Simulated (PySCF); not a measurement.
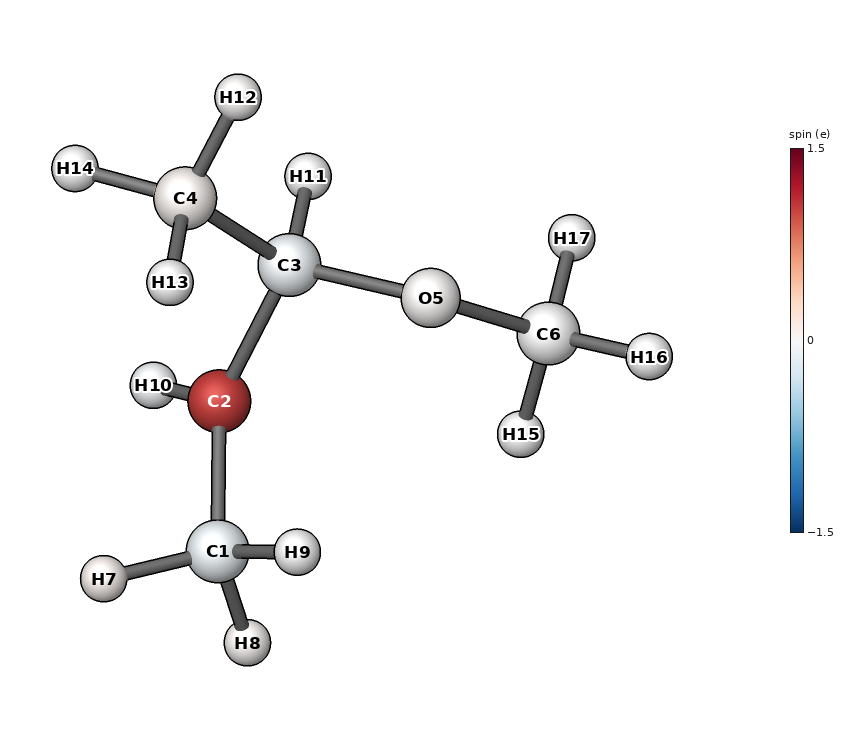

Atoms are coloured by their Mulliken spin populations. The species is neutral and a spin doublet. The geometry was computed by an optimisation with GFN2-xTB. No frequency run is at hand to confirm it as a minimum. Level of theory: UKS B3LYP, pcH-1 on C H O, non-relativistic (PySCF 2.14.0).

Give the Mulliken spin populations atom by atom.

```
atom  value (e)
  C1      −0.08
  C2       1.03
  C3      −0.06
  C4       0.04
  O5       0.01
  C6       0.01
  H7       0.06
  H8       0.03
  H9       0.00
 H10      −0.05
 H11       0.01
 H12       0.01
 H13       0.00
 H14       0.00
 H15       0.00
 H16       0.00
 H17       0.00
```

Mulliken values depend strongly on the basis set.
